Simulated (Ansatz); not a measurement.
Cost and result by functional for the surface energy of the (10-12) surface of hcp Re in its 1x1 cell, outermost plane spacing 1.09 Å in the ideal cut, in Ansatz (plane waves, PAW). Single points on the PBE structure, on one kind of machine; costs are rough ratios of the slab run's core time (references not counted) to the cheapest single point. r2SCAN's cost holds its higher cutoff (500 against 420 eV). Differences are taken against r2SCAN for comparison alone: no measured value is at hand, so the table doesn't rank accuracy.

Set-up: 14 atoms, 10.9 Å thick at the start; mesh 13x6x1; 0.1 eV smearing; dipole correction on; all atoms relaxed; symmetry of the start imposed; no spin, no spin-orbit, no U. These notes are the PBE run's.

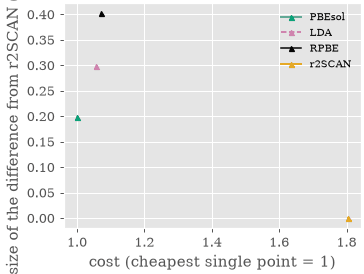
Figure: Difference from r2SCAN against cost

| functional | relative cost | surface energy (J/m²) | less r2SCAN (J/m²) |
|---|---|---|---|
| PBEsol | 1 | 3.75 | 0.20 |
| LDA | 1 | 3.85 | 0.30 |
| RPBE | 1 | 3.15 | -0.40 |
| r2SCAN | 2 | 3.55 | 0.00 |
| PBE (the relaxed run's value) | – | 3.36 | -0.19 |

The values span 0.70 J/m², while the single points' costs differ by a factor of roughly 2. Differences are of unrounded values.

Ansatz is an electronic-structure program.
